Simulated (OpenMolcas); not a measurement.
# C2H4Cl2 (1,1-dichloroethane): MP2/ANO-XS-VDZ (DKH2)

What is the energy change on altering one bond length of C2H4Cl2 (1,1-dichloroethane) at MP2/ANO-XS-VDZ (DKH2)? 

The results are computed with OpenMolcas 26.06.

### 1 The molecule

C2H4Cl2: 8 atoms, total charge 0, spin state singlet. SMILES: `CC(Cl)Cl`. The coordinates come from a PBE0-D4/def2-TZVP relaxation.

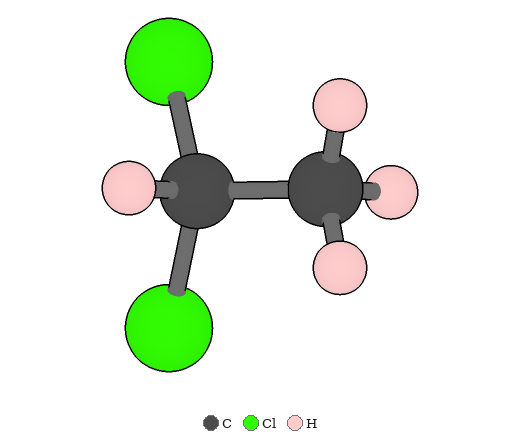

Viewed from a chosen angle; carbon dark grey, chlorine green, hydrogen pink.

### 2 Energy and forces at MP2/ANO-XS-VDZ (DKH2)

job.input reads:

```
* C2H4Cl2 MP2

&GATEWAY
 COORD
 8
 bohr
 C      0.40254946     1.50822821    -0.00400622
 C     -0.35135678    -1.21966704     0.24899031
 Cl     2.09343860    -3.24218421    -0.85220979
 Cl    -3.20788569    -1.82870687    -1.40918767
 H      0.73618061     1.98005503    -1.98128336
 H     -1.10182371     2.71334436     0.72941539
 H      2.12996701     1.85166704     1.06907476
 H     -0.70105060    -1.76271763     2.19918767
 BASIS=ANO-XS-VDZ
 GROUP=NoSym

&SEWARD
 RELATIVISTIC=R02E00

&SCF
 PRORBITALS=0

&MBPT2
 FROZEN=12
 GRDT

&ALASKA
```

On the command line:

```console
export MOLCAS_MEM=1860
pymolcas job.input > job.log
```

Standard output:

```text
--- Start Module: gateway ---
[...]
--- Stop Module: gateway /rc=_RC_ALL_IS_WELL_ ---
[...]
      Basis functions           52
[...]
       Convergence after  11 Iterations
[...]
::    Total SCF energy                               -999.7754386943
[...]
      Total spin, S                                     0.0000000000
[...]
      Total electronic charge=   50.000000
      Total            charge=   -0.000000
[...]
--- Start Module: mbpt2 ---
[...]
WARNING!
Default frozen orbitals as non valence orbitals is overwritten by user input.
Default values:  12
[...]
       Reference weight ( Cref**2 )         =        0.90079
::    Total MBPT2 energy                            -1000.0506739601
[...]
      Dipole Moment (debye):
      Origin of the operator (angstrom)=   -0.2014   -0.9131   -0.4003
                   X=  2.8001E-01               Y=  1.6066E+00               Z=  1.4121E+00           Total=  2.1572E+00
      Quadrupole Moment (debye*angstrom):
[...]
      Total MBPT2 calculations                           0.49      0.60
--- Stop Module: mbpt2 /rc=_RC_ALL_IS_WELL_ ---
--- Start Module: alaska ---
[...]
 *              Molecular gradients               *
 **************************************************
  Irreducible representation: a
 ------------------------------------------------------------------------------------------
                              X                       Y                       Z
 ------------------------------------------------------------------------------------------
  C1               -2.07211844667965E-03   -8.39944553084138E-03   -1.66146823998936E-03
  C2               -9.05940254751325E-04   -1.60187891923371E-02   -3.20211703390076E-02
  CL3              -3.65534366852245E-02    2.80339727093253E-02    1.46361177509640E-02
  CL4               4.19779634063389E-02    7.09599529789084E-03    2.28878035184410E-02
  H5               -1.20162249744504E-03   -1.96984751933460E-03    6.44733551007626E-03
  H6                4.17061639324645E-03   -4.99005026226040E-03   -2.17427693003169E-03
  H7               -5.56907344157187E-03   -2.39101457732716E-03   -3.19576727370752E-03
  H8                1.53611526034547E-04   -1.36082092507817E-03   -4.91857399673545E-03
[...]
--- Stop Module: alaska /rc=_RC_ALL_IS_WELL_ ---
[...]
```

Wall time 3.9 s (1 thread of Arm Neoverse V1, shared host); peak memory 0.39 GiB.

### 3 The distorted shape at the same level

job.input reads:

```
&GATEWAY
COORD
8
bohr
C      0.47794575     1.78103664    -0.02930776
C     -0.35135678    -1.21966704     0.24899031
Cl     2.09343860    -3.24218421    -0.85220979
Cl    -3.20788569    -1.82870687    -1.40918767
H      0.81157690     2.25286346    -2.00658490
H     -1.02642742     2.98615278     0.70411384
H      2.20536330     2.12447546     1.04377322
H     -0.70105060    -1.76271763     2.19918767
BASIS = ANO-XS-VDZ
GROUP = NoSym
&SEWARD
RELATIVISTIC = R02E00
&SCF
PRORBITALS = 0
&MBPT2
FROZEN = 12
GRDT
&ALASKA
```

On the command line:

```console
export MOLCAS_MEM=1860
pymolcas job.input > job.log
```

Standard output:

```text
--- Start Module: gateway ---
[...]
--- Stop Module: gateway /rc=_RC_ALL_IS_WELL_ ---
[...]
      Basis functions           52
[...]
       Convergence after  11 Iterations
[...]
::    Total SCF energy                               -999.7660176980
[...]
      Total spin, S                                     0.0000000000
[...]
      Total electronic charge=   50.000000
      Total            charge=   -0.000000
[...]
--- Start Module: mbpt2 ---
[...]
WARNING!
Default frozen orbitals as non valence orbitals is overwritten by user input.
Default values:  12
[...]
       Reference weight ( Cref**2 )         =        0.89792
::    Total MBPT2 energy                            -1000.0447368312
[...]
      Dipole Moment (debye):
      Origin of the operator (angstrom)=   -0.1953   -0.8909   -0.4023
                   X=  2.8826E-01               Y=  1.6223E+00               Z=  1.3735E+00           Total=  2.1452E+00
      Quadrupole Moment (debye*angstrom):
[...]
      Total MBPT2 calculations                           0.47      0.62
--- Stop Module: mbpt2 /rc=_RC_ALL_IS_WELL_ ---
--- Start Module: alaska ---
[...]
 *              Molecular gradients               *
 **************************************************
  Irreducible representation: a
 ------------------------------------------------------------------------------------------
                              X                       Y                       Z
 ------------------------------------------------------------------------------------------
  C1                1.22646627216518E-02    4.32129001156412E-02   -7.13926502415607E-03
  C2               -1.59458622144419E-02   -6.91195827635349E-02   -2.36283266776982E-02
  CL3              -3.61013129062950E-02    2.32679994125125E-02    1.40537760331503E-02
  CL4               3.93589072024909E-02    3.14873788962711E-03    2.19826138515344E-02
  H5                1.28538132585510E-04    3.55041587393434E-03    7.79422273473074E-03
  H6                6.79603140241758E-03   -8.73077474445427E-04   -3.03110015743258E-03
  H7               -5.60056032029577E-03    2.43432545502542E-03   -4.33191784100639E-03
  H8               -9.00404018080114E-04   -5.62171850877924E-03   -5.70000291912187E-03
[...]
--- Stop Module: alaska /rc=_RC_ALL_IS_WELL_ ---
[...]
```

Wall time 3.9 s (1 thread of Arm Neoverse V1, shared host); peak memory 0.39 GiB.

### 4 Results

Level: MP2/ANO-XS-VDZ (DKH2), 12 core orbitals frozen.

| quantity | value |
| --- | --- |
| first shape: total energy | -1000.05067 Eh |
| first shape: dipole moment (mean-field density) | 2.68 D |
| first shape: HOMO energy (Hartree–Fock orbitals) | -11.96 eV |
| first shape: LUMO energy (Hartree–Fock orbitals) | 4.63 eV |
| first shape: HOMO–LUMO gap (Hartree–Fock orbitals) | 16.60 eV |
| first shape: correlation energy (12 core orbitals frozen) | -275.2 mEh |
| first shape: largest force on an atom | 2.486 eV/Å |
| distorted shape: total energy | -1000.04474 Eh |
| distorted shape: dipole moment (mean-field density) | 2.72 D |
| distorted shape: HOMO energy (Hartree–Fock orbitals) | -11.87 eV |
| distorted shape: LUMO energy (Hartree–Fock orbitals) | 4.58 eV |
| distorted shape: HOMO–LUMO gap (Hartree–Fock orbitals) | 16.45 eV |
| distorted shape: correlation energy (12 core orbitals frozen) | -278.7 mEh |
| distorted shape: largest force on an atom | 3.845 eV/Å |
| energy change with the C1–C2 bond stretched from 1.504 to 1.654 Å | 0.162 eV |

In words: With the C1–C2 bond stretched from 1.504 to 1.654 Å the energy rises by 0.16 eV (3.7 kcal/mol). The first shape isn't relaxed at this level, so the change isn't measured from a minimum. The largest force (first shape) is 2.49 eV/Å: the shape isn't a stationary point for this species at this level.
